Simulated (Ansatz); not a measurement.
# CH$_{3}$BrZn···HF: what the fields show

The calculation's input:

```
crystal:
  periodic: [false, false, false]
  atoms:
    - { symbol: Zn, position_ang: [0.776473, -0.084728, -0.336331] }
    - { symbol: F, position_ang: [-1.928373, 0.097549, -1.801548] }
    - { symbol: C, position_ang: [0.341846, 0.040263, 1.545403] }
    - { symbol: H, position_ang: [-1.364921, 0.01095, -2.522354] }
    - { symbol: Br, position_ang: [1.425376, -0.250941, -2.628416] }
    - { symbol: H, position_ang: [-0.735988, -0.172167, 1.682395] }
    - { symbol: H, position_ang: [0.555927, 1.054385, 1.932799] }
    - { symbol: H, position_ang: [0.929759, -0.695311, 2.128052] }
basis:
  gaussian: { orbitals: def2-SVP }
hamiltonian:
  xc: pbe
  dispersion: d4
relax:
  f_tol: 0.03
  max_steps: 50
output:
  orbitals: {}
```

Launched as:

```sh
ansatz run input.yaml --threads 2 --pin off --max-ram 3072MiB --backend cpu --events-out ev --progress --plain --runs-dir out
```

The fields are those of the relaxed geometry.

All numbers below come from Ansatz 0.2.0, RKS PBE-D4/def2-SVP.

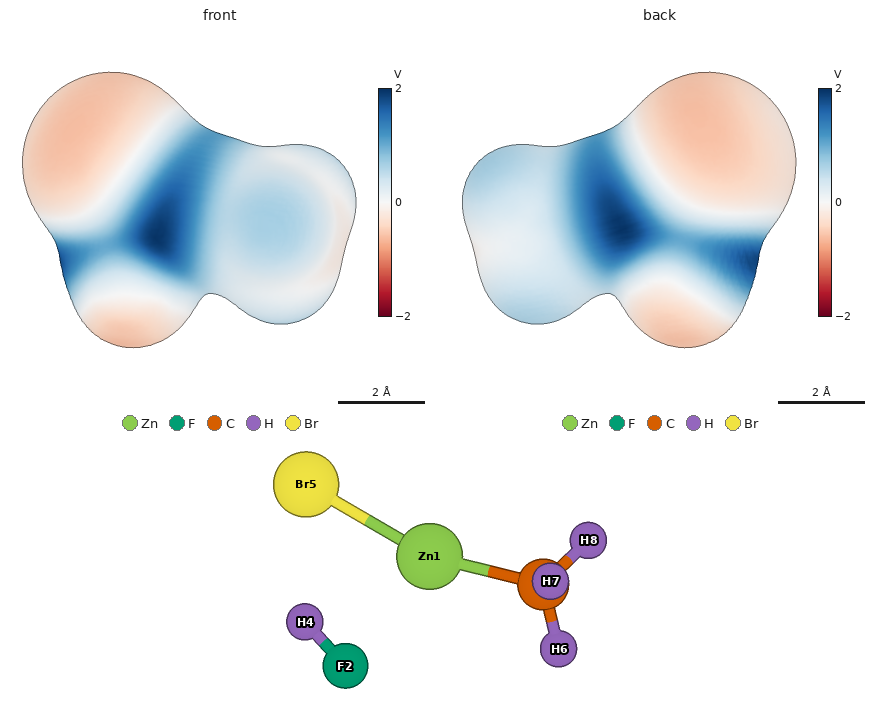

Figure 1. The molecular electrostatic potential painted on the density surface at 0.002 e/bohr³, seen from the front and from behind; the colour scale runs from red (negative) to blue (positive). The bare structure is drawn below in the same view.

Where is the surface potential most negative and most positive?

The most negative region (about −0.6 V) lies over F2 and Br5, the most positive (about +1.9 V) over Zn1.

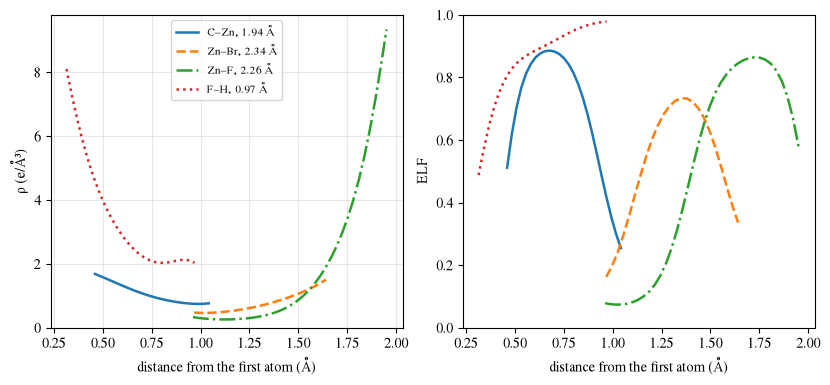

Figure 2. Total electron density and ELF along straight lines between neighbouring atoms. The curves leave out the atomic cores.

What can be read from the curves?

C–Zn (1.94 Å): ρ is about 0.74 e/Å³ halfway; the ELF peaks at about 0.90 in the valence shell of C, 0.7 Å from its nucleus, and is about 0.40 at the midpoint.
Zn–Br (2.34 Å): the density is about 0.53 e/Å³ at the midpoint, with its minimum of 0.46 e/Å³ about 1.0 Å from Zn; the ELF peaks at about 0.75 in the valence shell of Br, 1.0 Å from its nucleus, and is about 0.55 at the midpoint.
Zn1···F2 (2.26 Å): the density falls to about 0.26 e/Å³ on the way; the ELF dips to about 0.05 between them.
F–H (0.97 Å): ρ is about 4.2 e/Å³ halfway; the ELF climbs to about 0.95 towards the hydrogen, as it does in any bond to H; an ordinary covalent bond to hydrogen.

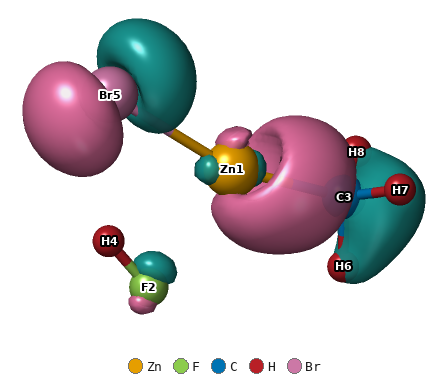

Figure 3. The HOMO−1 at ±0.15 Å⁻³ᐟ² (teal and pink are the two phases), seen at a tilt.

Describe this orbital and give its energy.

Its weight (Hirshfeld) is mainly on Br5 (about 35 %), C3 (about 30 %) and Zn1 (about 20 %). Its energy is −6.87 eV.
